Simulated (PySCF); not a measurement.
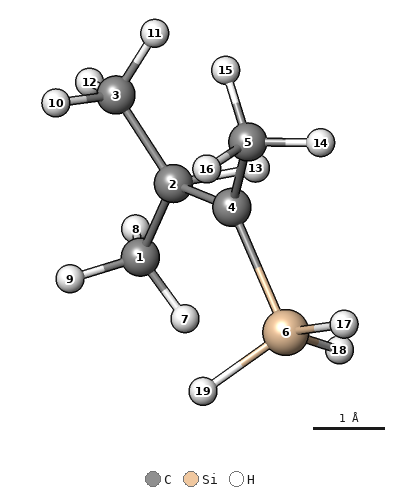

Fig. 1: The starting structure (ball-and-stick view, seen at a tilt; atoms are numbered from 1 in the order of the input). Bond lengths as drawn: C–C 1.42 to 1.51 Å, C–H 1.09 to 1.21 Å, C–Si 1.96 Å and H–Si 1.46 Å.

## Run report: C$_{5}$H$_{13}$Si (charge +1), saddle-point search

The run: saddle-point search of C$_{5}$H$_{13}$Si, charge +1. Method and program: PBE0-D3(BJ)/def2-SVP saddle search from the GFN2-xTB point and Hessian, gas phase (PySCF 2.14.0).

The run did not end well.

## Output
```
step      E/eV     max force
  0    -13250.45790   1.1239
  1    -13250.50806   0.5339
  2    -13250.50108   0.2543
  3    -13250.49247   0.2632
  4    -13250.47182   0.4303
  5    -13250.48681   0.3173
  6    -13250.48969   0.2438
  7    -13250.48019   0.2717
  8    -13250.47602   0.1941
  9    -13250.47869   0.1426
 10    -13250.45213   0.4671
 11    -13250.48476   0.1240
 12    -13250.49211   0.1081
 13    -13250.48497   0.1802
 14    -13250.49321   0.1243
 15    -13250.48708   0.1410
 16    -13250.50133   0.1366
 17    -13250.52238   0.2116
 18    -13250.56261   0.3232
 19    -13250.62663   0.4822
 20    -13250.66064   1.0793
 21    -13250.65345   0.4795
 22    -13250.69221   0.5212
 23    -13250.67914   0.5339
 24    -13250.66098   0.5877
```

## Trajectory as extended XYZ (Å, eV, eV/Å), 6 of the 25 frames kept, from step=0 to step=24
```
19
Properties=species:S:1:pos:R:3:forces:R:3 step=0 energy=-13250.45790
C     0.8485    1.4722   -0.9206   -0.2710  -0.3910  -0.2190
C     0.6909    0.1096   -0.3077    0.2800   0.6420   0.8790
C     1.9916   -0.5043    0.1428   -0.3610  -0.1920  -0.2410
C    -0.5715   -0.3338    0.1718    0.1980   0.3840   0.2400
C    -0.6991   -1.5201    1.0385    0.1320  -0.2190  -0.5400
Si   -2.2253    0.6773   -0.1057    0.6740  -0.4170  -0.1930
H    -0.0839    1.8759   -1.3039   -0.3380   0.2390  -0.1780
H     1.5811    1.4527   -1.7249    0.2270   0.0070  -0.2840
H     1.2277    2.1507   -0.1574    0.1320   0.2090   0.3640
H     2.2146   -0.1605    1.1522    0.0370   0.1650   0.3990
H     1.9719   -1.5902    0.1572    0.0280  -0.4110   0.0510
H     2.8066   -0.1879   -0.5024    0.2530   0.1040  -0.2490
H     0.0973   -0.6105   -1.0736   -0.3050  -0.3920  -0.5010
H    -1.5626   -2.1242    0.7653   -0.3500  -0.2250  -0.0120
H     0.1850   -2.1495    1.0920    0.3390  -0.1820   0.0660
H    -0.8976   -1.1404    2.0443   -0.1040   0.2340   0.4230
H    -3.2645   -0.1641    0.4686   -0.4220  -0.2550   0.2340
H    -2.3420    0.8299   -1.5536   -0.1420   0.1790  -0.4900
H    -1.9687    1.9172    0.6172   -0.0060   0.5210   0.2520
19
Properties=species:S:1:pos:R:3:forces:R:3 step=5 energy=-13250.48681
C     0.8074    1.4941   -0.8703   -0.0050  -0.1090   0.0450
C     0.6753    0.0658   -0.3564    0.1580   0.1800   0.0530
C     1.9831   -0.5472    0.1211   -0.0790   0.0790  -0.0340
C    -0.5766   -0.3386    0.2276   -0.0040  -0.1600  -0.2740
C    -0.6944   -1.5401    1.0478    0.0370   0.0580   0.0480
Si   -2.2060    0.6665   -0.1253   -0.0020   0.0420   0.1170
H    -0.1144    1.8818   -1.3230   -0.0330   0.0160  -0.0140
H     1.6012    1.5580   -1.6240    0.0370  -0.0060  -0.0160
H     1.0852    2.1501   -0.0322    0.0090   0.0310   0.0150
H     2.2503   -0.1210    1.0971    0.0340   0.0360   0.0950
H     1.9520   -1.6368    0.2148   -0.0050  -0.1060   0.0200
H     2.7856   -0.2961   -0.5813    0.0390   0.0160  -0.0490
H     0.3031   -0.5737   -1.2482   -0.1380  -0.0410   0.0080
H    -1.6242   -2.1010    0.8753   -0.0440   0.0040   0.0110
H     0.1855   -2.1932    1.0733    0.0130  -0.0050  -0.0070
H    -0.8117   -1.1100    2.0710   -0.0120  -0.0260   0.0260
H    -3.3015   -0.1116    0.5044    0.0080   0.0100  -0.0170
H    -2.3340    0.7709   -1.6027    0.0210   0.0000  -0.0010
H    -1.9657    1.9820    0.5309   -0.0340  -0.0200  -0.0260
19
Properties=species:S:1:pos:R:3:forces:R:3 step=10 energy=-13250.45213
C     0.7879    1.4704   -0.9053   -0.0530  -0.1470   0.0520
C     0.6617    0.0190   -0.4298    0.3230   0.2300   0.0870
C     1.9677   -0.5452    0.1411   -0.1270   0.0510  -0.0090
C    -0.5910   -0.3614    0.2021    0.0110  -0.0910  -0.4580
C    -0.6961   -1.5386    1.0398    0.1020  -0.0210   0.0990
Si   -2.2042    0.6817   -0.0855    0.0400  -0.0120   0.0060
H    -0.1057    1.8217   -1.4390   -0.0240   0.0300  -0.0060
H     1.6380    1.5688   -1.5921    0.0160  -0.0110   0.0070
H     0.9676    2.1324   -0.0461    0.0140   0.0220   0.0220
H     2.1567   -0.1150    1.1359    0.0180  -0.0010   0.0160
H     1.9788   -1.6391    0.2223   -0.0150  -0.0220   0.0140
H     2.8016   -0.2583   -0.5107    0.0120   0.0150  -0.0290
H     0.4360   -0.5915   -1.3656   -0.2230  -0.0500   0.1210
H    -1.6435   -2.0854    0.9265   -0.0670   0.0150   0.0070
H     0.1773   -2.1995    1.0552    0.0240  -0.0470  -0.0200
H    -0.7713   -1.0799    2.0560   -0.0140  -0.0060   0.0770
H    -3.3122   -0.0949    0.5165   -0.0270  -0.0110   0.0230
H    -2.3407    0.8648   -1.5530    0.0090   0.0040  -0.0210
H    -1.9086    1.9501    0.6318   -0.0190   0.0530   0.0090
19
Properties=species:S:1:pos:R:3:forces:R:3 step=14 energy=-13250.49321
C     0.7966    1.4862   -0.8852   -0.0030  -0.0850   0.0050
C     0.6798    0.0690   -0.3516    0.0320  -0.0040  -0.0240
C     1.9828   -0.5275    0.1521   -0.0060   0.0040  -0.0280
C    -0.5769   -0.3604    0.1920    0.0180   0.0220  -0.0440
C    -0.6984   -1.5662    1.0105   -0.0540  -0.0440   0.0610
Si   -2.1928    0.6824   -0.1102   -0.0200   0.0150  -0.0080
H    -0.1045    1.8301   -1.4078   -0.0610   0.0190  -0.0250
H     1.6364    1.5653   -1.5840    0.0650  -0.0070  -0.0470
H     0.9922    2.1705   -0.0481    0.0260   0.0480   0.0610
H     2.2240   -0.0830    1.1310    0.0090  -0.0040  -0.0180
H     1.9584   -1.6185    0.2664   -0.0030   0.0060   0.0090
H     2.7997   -0.2799   -0.5386   -0.0190  -0.0030   0.0080
H     0.2856   -0.5973   -1.2374   -0.0420   0.0370   0.1110
H    -1.6615   -2.0888    0.8921    0.0900   0.0400  -0.0010
H     0.1551   -2.2567    0.9735   -0.0350   0.0280   0.0060
H    -0.7222   -1.1434    2.0456    0.0030  -0.0470  -0.0630
H    -3.2853   -0.0579    0.5689    0.0200   0.0070  -0.0200
H    -2.3763    0.7755   -1.5849    0.0150   0.0020   0.0330
H    -1.8927    2.0005    0.5159   -0.0360  -0.0350  -0.0160
19
Properties=species:S:1:pos:R:3:forces:R:3 step=19 energy=-13250.62663
C     0.8131    1.4779   -0.9124    0.0690  -0.0530   0.0260
C     0.7236    0.1478   -0.2309    0.3140   0.2510   0.1960
C     2.0187   -0.4834    0.1666   -0.0210   0.0270   0.0840
C    -0.5376   -0.3779    0.1285   -0.0620   0.0090  -0.1050
C    -0.7020   -1.5981    0.9777    0.0030   0.0280   0.0620
Si   -2.1575    0.6860   -0.1193    0.0450  -0.0320   0.0120
H    -0.1175    1.7896   -1.4032   -0.0110   0.0050   0.0080
H     1.6344    1.5161   -1.6405    0.0200  -0.0170   0.0240
H     1.0367    2.2125   -0.1185    0.0200   0.0310  -0.0410
H     2.3604    0.0856    1.0550    0.0230  -0.1010  -0.1080
H     1.9380   -1.5389    0.4581    0.0010   0.0940  -0.0120
H     2.7868   -0.3689   -0.6128   -0.0670   0.0240   0.0510
H    -0.0120   -0.6527   -1.0125   -0.4300  -0.2000  -0.0870
H    -1.6275   -2.1433    0.7447    0.0640   0.0080  -0.0490
H     0.1485   -2.2881    0.9659    0.0450  -0.0600  -0.0220
H    -0.8092   -1.2307    2.0142   -0.0140  -0.0280   0.0340
H    -3.2573   -0.0893    0.5058    0.0410  -0.0350  -0.0260
H    -2.3631    0.9037   -1.5736   -0.0110   0.0150  -0.0310
H    -1.8766    1.9522    0.6072   -0.0300   0.0330  -0.0150
19
Properties=species:S:1:pos:R:3:forces:R:3 step=24 energy=-13250.66098
C     0.8155    1.4683   -0.9325    0.0560  -0.0230  -0.0290
C     0.7363    0.1574   -0.2282   -0.0560   0.0890   0.1750
C     2.0185   -0.4752    0.1750    0.0830  -0.0550   0.0070
C    -0.5320   -0.3849    0.1072    0.1740  -0.0100  -0.2860
C    -0.6958   -1.5910    0.9855   -0.0290  -0.0290  -0.0170
Si   -2.1494    0.6895   -0.1065    0.0320  -0.0020  -0.0540
H    -0.1232    1.7741   -1.4112   -0.0110  -0.0020   0.0080
H     1.6254    1.4952   -1.6715    0.0760  -0.0020  -0.0130
H     1.0512    2.2173   -0.1573    0.0410   0.0560   0.0180
H     2.3402    0.0617    1.0869    0.0410  -0.0140  -0.0110
H     1.9412   -1.5394    0.4345   -0.0210   0.0980  -0.0210
H     2.7999   -0.3285   -0.5838   -0.0110   0.0140   0.0380
H    -0.0564   -0.6876   -1.0334   -0.5170  -0.0600   0.2730
H    -1.5974   -2.1607    0.7168    0.0780  -0.0030  -0.0250
H     0.1687   -2.2655    1.0068    0.0100  -0.0300   0.0010
H    -0.8598   -1.2249    2.0150    0.0310   0.0050  -0.0200
H    -3.2585   -0.1006    0.4849    0.0620  -0.0340  -0.0300
H    -2.3522    0.9625   -1.5550   -0.0150   0.0140   0.0280
H    -1.8721    1.9323    0.6669   -0.0260  -0.0120  -0.0420
```

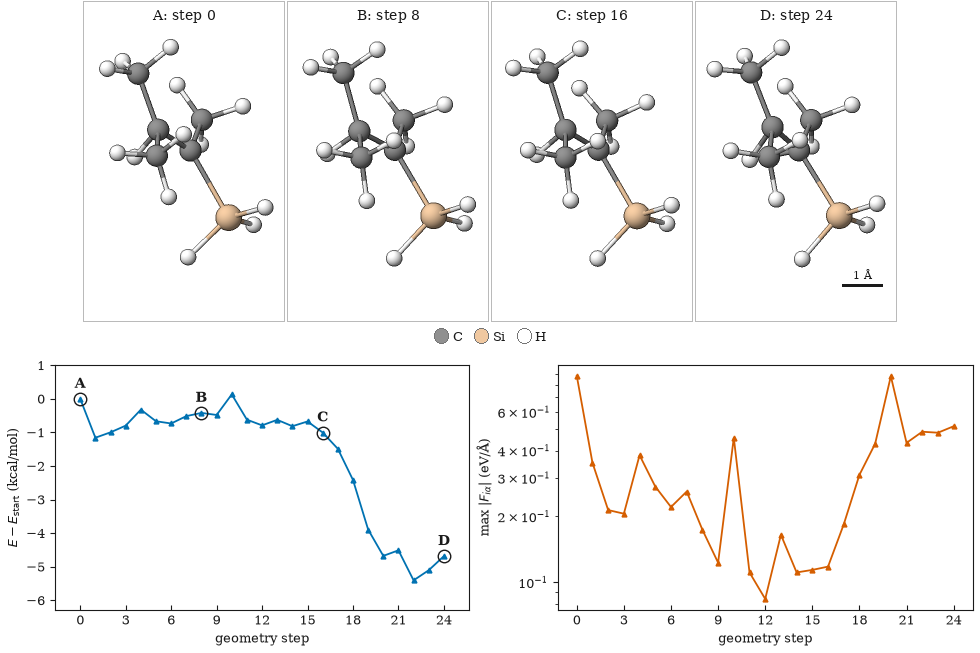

Fig. 2: Frames of the saddle-point search (ball-and-stick view, seen at a tilt) above the curves, on which the letters mark them (steps are counted from 0).

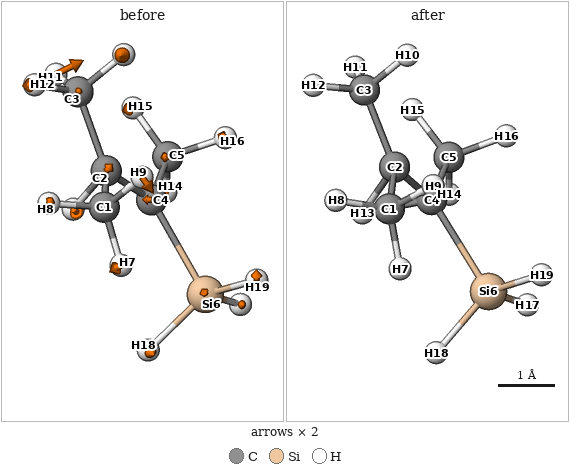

Fig. 3: Before (left) and after (right) the saddle-point search, at one scale (ball-and-stick view, seen at a tilt). The orange arrows give the displacements, magnified 2 times. The relaxation stopped without meeting its thresholds, so the last structure isn't shown to be converged. The atom that moves furthest after the best rigid fit is H11 (0.29 Å). Largest moves by element: H 0.29 Å, C 0.10 Å, Si 0.08 Å. Among the contacts that change: C2–H13 1.207 → 1.411 Å, C4–H13 1.440 → 1.272 Å, Si6–H17 1.455 → 1.485 Å, Si6–H18 1.461 → 1.488 Å. Among the angles that change: C4–C2–H13 65.9° → 53.4°, C1–C2–C3 113.6° → 117.2°, C4–Si6–H18 105.2° → 108.7°. After 24 geometry steps the energy has fallen by 4.68 kcal/mol. Largest force component: 0.88 eV/Å at the start, 0.52 eV/Å at the end. (Atoms are counted from 1 in the order of the input.)

This output came from the following input.

## Input file
```
{"job": {"xc": "PBE0", "basis": "def2-SVP", "kind": "refine"}, "charge": 1, "multiplicity": 1}
C      0.848496     1.472231    -0.920602
C      0.690878     0.109560    -0.307682
C      1.991575    -0.504251     0.142753
C     -0.571533    -0.333846     0.171835
C     -0.699055    -1.520127     1.038482
Si    -2.225281     0.677329    -0.105707
H     -0.083921     1.875919    -1.303896
H      1.581073     1.452702    -1.724944
H      1.227719     2.150659    -0.157429
H      2.214588    -0.160502     1.152208
H      1.971924    -1.590246     0.157190
H      2.806643    -0.187869    -0.502417
H      0.097287    -0.610464    -1.073607
H     -1.562587    -2.124182     0.765307
H      0.184996    -2.149495     1.092013
H     -0.897552    -1.140446     2.044316
H     -3.264550    -0.164125     0.468572
H     -2.341962     0.829924    -1.553572
H     -1.968738     1.917229     0.617178
```

The first line tells a small driver script what to run in PySCF; the rest is the geometry in Å.

Launched with:
```bash
OMP_NUM_THREADS=1 python <driver script> task.json out
```

## Outcome

| quantity | value |
| --- | --- |
| outcome | not converged |
| total energy | −486.952813 hartree |
| hardware | 1 CPU thread, shared host |
| wall time | 6.4 min |
| peak memory | 0.63 GiB |

## What went wrong

The run did not converge. At least one of its steps failed, so the values that rest on that step are not results.
